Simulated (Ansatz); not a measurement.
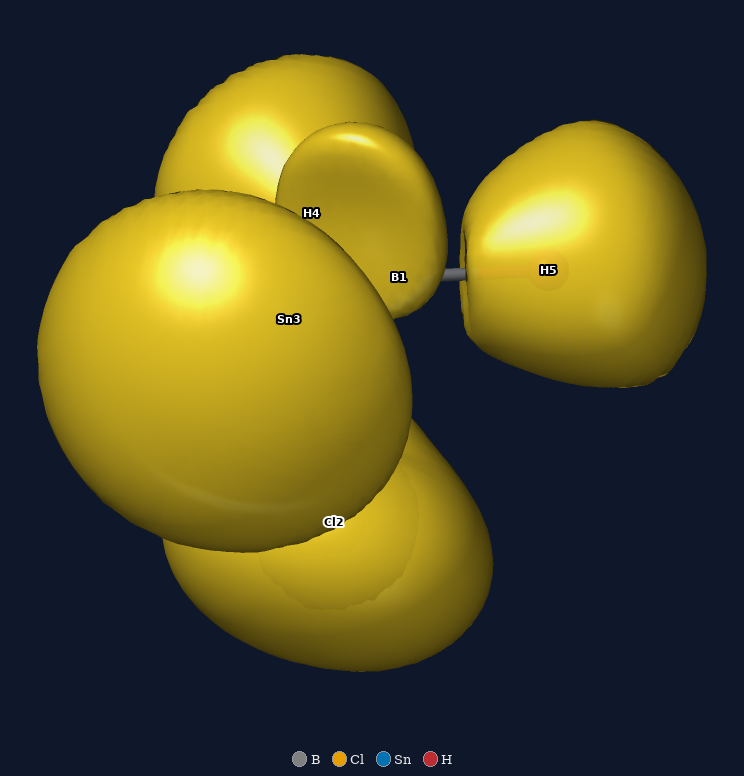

Figure 1: BClH2Sn. Isosurface of the ELF at 0.75 (yellow), seen at an oblique angle. Core shells and regions of very low density are left out.

Geometry: PBE0-D3(BJ)/def2-SVP; core potentials replace the inner electrons of Sn.

Level of theory: isolated molecule in a Gaussian basis; Kohn-Sham density functional theory, functional PBE0 in Ansatz 0.2.0.

Input

```
crystal:
  periodic: [false, false, false]
  atoms:
    - {symbol: B, position_ang: [0.384359, 0.930095, -0.242057]}
    - {symbol: Cl, position_ang: [0.927095, 0.951776, 1.728743]}
    - {symbol: Sn, position_ang: [-1.150023, -0.270149, 0.891295]}
    - {symbol: H, position_ang: [1.237474, 0.325364, -0.851564]}
    - {symbol: H, position_ang: [0.096316, 2.062885, -0.556417]}
basis:
  gaussian:
    orbitals: def2-TZVPD
magnetization:
  spin_polarized: false
hamiltonian:
  xc: {name: PBE0}
output:
  forces: true
  orbitals: {seedname: orbitals}
```

Launched as:

```sh
ansatz run input.yaml --threads 1 --pin off --max-ram 2610MiB --events-out events.jsonl --progress --plain --runs-dir runs
```

Describe the localisation domains.

Answer. The surface consists of two regions around hydrogen nuclei, one region on Cl in which the atom's valence shell and bonds are merged, one lobe on Sn, pointing away from the bonds (lone pairs) and one region wrapped around Sn (its valence shell).

Values along the shortest contacts:
B–Cl (2.04 Å): the ELF peaks at about 0.85 between the atoms, as expected for a shared but strongly polarised pair. Sn–B (2.25 Å): the ELF peaks at about 0.85 in the valence shell of B, 0.8 Å from its nucleus, and drops to about 0.20 between the two atoms.
